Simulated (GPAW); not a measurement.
**How SiNi3 absorbs and reflects light**

Aim: the dielectric function of SiNi3, and the optical constants that follow from it. The cell comes from an older database entry, whose edges can differ from later determinations, mostly by under a per cent.

Method: DFT, PBE, plane-wave PAW (GPAW data sets), scalar-relativistic, RPA, optical limit, in GPAW 26.7.0.

The database entry behind the starting cell differs from later determinations by our own check (an axis about 0.9 % long against later determinations), so it need not match the best structure at ambient conditions.

**1. The structure**

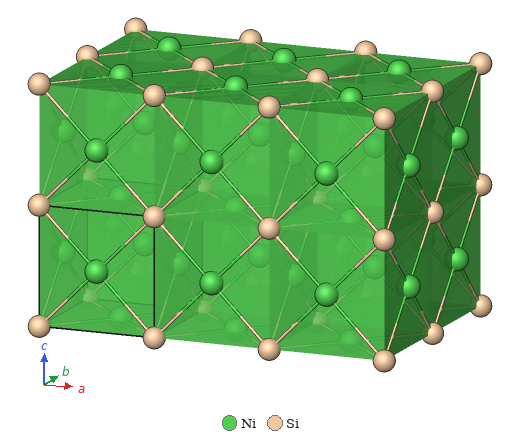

The cell as given, slightly off an axis (nickel green, silicon light orange). 3×2×2 cells are drawn. Some periodic images of atoms are drawn too.

Structure file:

```
Ni Si
1.0
     3.54200    0.00000    0.00000
     0.00000    3.54200    0.00000
     0.00000    0.00000    3.54200
Ni Si
3 1
Direct
  0.50000 0.50000 0.00000
  0.50000 0.00000 0.50000
  0.00000 0.50000 0.50000
  0.00000 0.00000 0.00000
```

**2. Dielectric function, RPA**

Transitions between filled and empty bands, summed over the zone, give the optical response, so mesh, band count and broadening shape it.

The induced potential is part of this response.

Input file df.py:

```python
from gpaw.response.df import DielectricFunction

df = DielectricFunction('full.gpw', frequencies={'type': 'nonlinear', 'domega0': 0.03, 'omega2': 8},
                        ecut=50,
                        eta=0.05,
                        nbands=50,
                        rate=0.03,
                        txt='df.txt')
for direction in ['x']:
    df.get_dielectric_function(xc='RPA', direction=direction, filename=f'df_{direction}.csv')
```

On the command line:

```bash
$ OMP_NUM_THREADS=1 python df.py
```

Numbers of over 12 decimals in the logs are rounded to 6 here.

Output:

```text
Using integrator: PointIntegrator
NonLinearFrequencyDescriptor(from 0.000 to 96.040 eV, 537 points)
Nonperiodic BCs:  [False False False]
Using integrator: PointIntegrator
NonLinearFrequencyDescriptor(from 0.000 to 96.040 eV, 537 points)
Nonperiodic BCs:  [False False False]
Using integrator: PointIntegrator

Calculating chi0 body with:
    Ground state adapter containing:
    Number of spins: 2
    Number of kpoints: 1000
    Number of irreducible kpoints: 56
    Number of completely occupied states: 22
    Number of partially occupied states: 28

    Linear response parametrization:
    q_c: [0.0, 0.0, 0.0]
    Number of frequency points: 537
    Planewave cutoff: 50.0
    Number of bands: 50
    Number of planewaves: 33
    Broadening (eta): 0.05

Integrating chi0 body.

Symmetries of q_c:
    Direct symmetries (Uq -> q): 48
    Indirect symmetries (TUq -> q): 0
In total 48 allowed symmetries.

56 groups of equivalent kpoints. 94.400000% reduction.

Integral kind: spectral function

Calculating chi0 optical extensions with:
    Ground state adapter containing:
    Number of spins: 2
    Number of kpoints: 1000
    Number of irreducible kpoints: 56
    Number of completely occupied states: 22
    Number of partially occupied states: 28

    Linear response parametrization:
    Number of frequency points: 537
    Planewave cutoff: 50.0
    Number of bands: 50
    Number of planewaves: 33
    Broadening (eta): 0.05
Integrating chi0 head and wings.

Symmetries of q_c:
    Direct symmetries (Uq -> q): 48
    Indirect symmetries (TUq -> q): 0
In total 48 allowed symmetries.

56 groups of equivalent kpoints. 94.400000% reduction.

Integral kind: spectral function wings

Calculating drude chi0 with:
    Number of frequency points:537
    Plasma frequency decay rate: 0.03 eV

    Ground state adapter containing:
    Number of spins: 2
    Number of kpoints: 1000
    Number of irreducible kpoints: 56
    Number of completely occupied states: 22
    Number of partially occupied states: 28

Symmetries of q_c:
    Direct symmetries (Uq -> q): 48
    Indirect symmetries (TUq -> q): 0
In total 48 allowed symmetries.

56 groups of equivalent kpoints. 94.400000% reduction.

Integral kind: intraband
Plasma frequency:
[[1.53-0.j 0.  -0.j 0.  +0.j]
 [0.  +0.j 1.53-0.j 0.  +0.j]
 [0.  +0.j 0.  +0.j 1.53-0.j]]
```

It took 43 s on 1 thread of Intel Xeon Platinum 8375C at 2.90GHz (Ice Lake), shared host; peak memory 0.26 GiB.

The Im ε, E ∥ x has structure finer than the step of the table below, so its rows give means over 1 eV, whole bins alone (the curve runs from 0.305 to 15.0 eV). Peaks (eV: height): 1.0: 89.6, 1.4: 65.7.

Sum at mesh points, not converged in k. The Im ε, E ∥ x by photon energy; means over each step:

| photon energy (eV) | Im ε, E ∥ x |
| --- | --- |
| 1 | 50.4 |
| 2 | 25.4 |
| 3 | 8.60 |
| 4 | 7.85 |
| 5 | 9.12 |
| 6 | 8.05 |
| 7 | 5.85 |
| 8 | 4.72 |
| 9 | 4.15 |
| 10 | 3.32 |
| 11 | 2.26 |
| 12 | 1.58 |
| 13 | 1.68 |
| 14 | 1.26 |

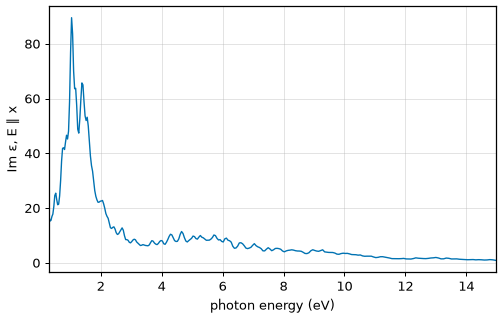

Im ε, E ∥ x, plotted against photon energy.

Values under 1 per cm are given as 1; sum at mesh points, not converged in k. The absorption coefficient, E ∥ x by photon energy:

| photon energy (eV) | absorption coefficient, E ∥ x (1/cm) |
| --- | --- |
| 1.99 | 8.3e5 |
| 3.98 | 7.1e5 |
| 6.02 | 1.3e6 |
| 8.03 | 1.4e6 |
| 10.03 | 1.7e6 |
| 12.02 | 1.5e6 |
| 14.04 | 1.5e6 |

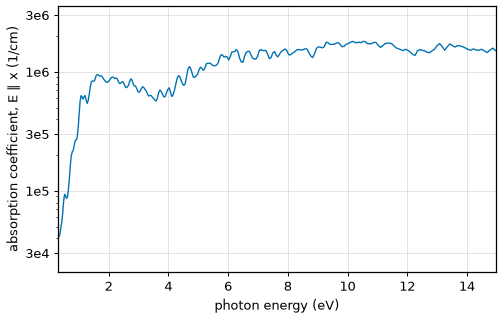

Absorption coefficient, E ∥ x, plotted against photon energy.

The Im ε, E ∥ x has structure finer than the step of the table below, so its rows give means over 1 eV, whole bins alone (the curve runs from 0.305 to 15.0 eV). Peaks (eV: height): without local fields 1.0: 90.5, 1.4: 66.5; with local fields 1.0: 89.6, 1.4: 65.7.

Sum at mesh points, not converged in k. Table of Im ε, E ∥ x by photon energy; means over each step:

| photon energy (eV) | without local fields | with local fields |
| --- | --- | --- |
| 1 | 50.8 | 50.4 |
| 2 | 25.7 | 25.4 |
| 3 | 8.75 | 8.60 |
| 4 | 8.05 | 7.85 |
| 5 | 8.97 | 9.12 |
| 6 | 7.86 | 8.05 |
| 7 | 5.70 | 5.85 |
| 8 | 4.73 | 4.72 |
| 9 | 4.20 | 4.15 |
| 10 | 3.36 | 3.32 |
| 11 | 2.29 | 2.26 |
| 12 | 1.60 | 1.58 |
| 13 | 1.66 | 1.68 |
| 14 | 1.21 | 1.26 |

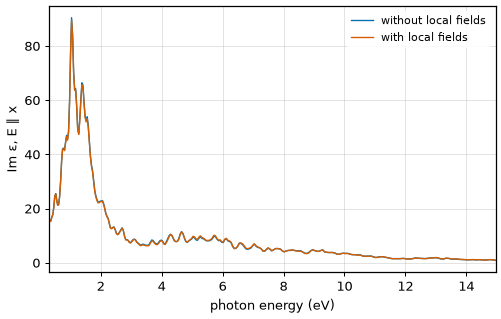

Im ε, E ∥ x, plotted against photon energy.

The reflectivity at normal incidence, E ∥ x has structure finer than the step of the table below, so its rows give means over 1 eV, whole bins alone (the curve runs from 0.305 to 15.0 eV). Peaks (eV: height): 1.1: 71.4, 1.6: 72.9, 2.8: 59.8, 6.3: 50.0, 6.7: 46.6, 11.0: 49.4, 11.6: 49.9.

Sum at mesh points, not converged in k. Table of reflectivity at normal incidence, E ∥ x by photon energy; means over each step:

| photon energy (eV) | reflectivity at normal incidence, E ∥ x (%) |
| --- | --- |
| 1 | 65.5 |
| 2 | 67.2 |
| 3 | 47.6 |
| 4 | 33.9 |
| 5 | 38.9 |
| 6 | 43.2 |
| 7 | 41.8 |
| 8 | 39.5 |
| 9 | 38.8 |
| 10 | 43.3 |
| 11 | 46.2 |
| 12 | 40.5 |
| 13 | 35.4 |
| 14 | 39.3 |

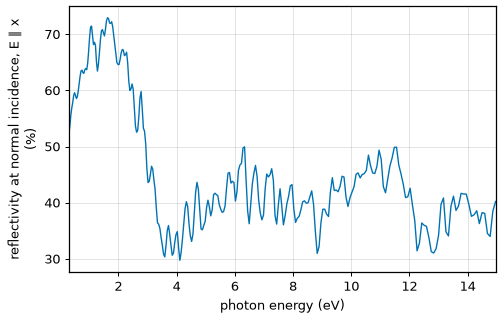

Reflectivity at normal incidence, E ∥ x, plotted against photon energy.

The loss function −Im 1/ε at q → 0, E ∥ x has structure finer than the step of the table below, so its rows give means over 1 eV, whole bins alone (the curve runs from 0.305 to 15.0 eV). Peaks (eV: height): 8.8: 0.265, 12.3: 0.524, 13.3: 0.505, 14.7: 0.678.

Sum at mesh points, not converged in k. Loss function −Im 1/ε at q → 0, E ∥ x against energy loss; means over each step:

| energy loss (eV) | loss function −Im 1/ε at q → 0, E ∥ x |
| --- | --- |
| 1 | 0.0116 |
| 2 | 0.0364 |
| 3 | 0.109 |
| 4 | 0.121 |
| 5 | 0.108 |
| 6 | 0.120 |
| 7 | 0.157 |
| 8 | 0.190 |
| 9 | 0.211 |
| 10 | 0.220 |
| 11 | 0.262 |
| 12 | 0.409 |
| 13 | 0.451 |
| 14 | 0.515 |

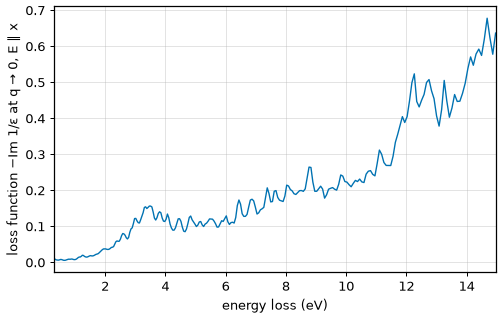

Loss function −Im 1/ε at q → 0, E ∥ x, plotted against energy loss.

Optical constants at common wavelengths, from n + ik = √ε:

| wavelength (nm) | n | k | R (%) | 1/α |
| --- | --- | --- | --- | --- |
| 1550 | 7.79 | 2.673 | 63.1 | 46 nm |
| 1064 | 6.16 | 5.170 | 68.4 | 16 nm |
| 633 | 2.70 | 4.128 | 64.9 | 12 nm |
| 532 | 1.82 | 3.499 | 63.9 | 12 nm |
| 405 | 1.86 | 2.254 | 43.9 | 14 nm |
| 308 | 2.21 | 1.801 | 34.7 | 14 nm |
| 193 | 1.42 | 1.908 | 40.2 | 8.0 nm |

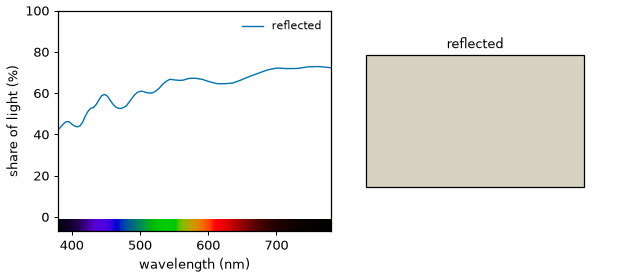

Light reflected across the visible range, with the colour that it makes of daylight (sRGB).

A polished face would reflect 64 % of daylight and look faintly yellow (CIE x = 0.327, y = 0.348 under D65).

**3. Outcome**

At this level (PBE, RPA) SiNi3 is a metal. The mesh is too coarse to trust the carriers' weight, the reflectivity or the colour to better than tens of per cent. A polished face would reflect 64 % of daylight and look faintly yellow (CIE x = 0.327, y = 0.348 under D65). The carriers' damping of 0.03 eV is typed, not computed; it shapes the response at the lowest energies. The magnetic state comes from one start and need not be the lowest. In this version of GPAW the matrix elements of the optical limit are incomplete, which can lower ε − 1 by up to a tenth where first-row anions or d states rule, and shift it by more in d metals. GPAW's carrier term has the form −ωp²/(ω + i·rate)², which damps like twice the rate and fails at low energy, so the curves leave the lowest energies out. The sum runs over mesh points 0.18 Å⁻¹ apart with no interpolation, so peaks are partly noise of the mesh, and the Drude plasma energy, a sum over the Fermi surface, isn't converged.

[Machine, clock and banner lines and Python warnings are left out of the logs.]

[Logs are printed without paths, hosts, clocks, repeated set-up lines and the standing remarks that a program may print on its own settings, such as how far it seeks lower states.]

[Hosts, paths, dates, database ids (printed as entryN), source tags and the programs' standing remarks are cut or masked in the printed files.]
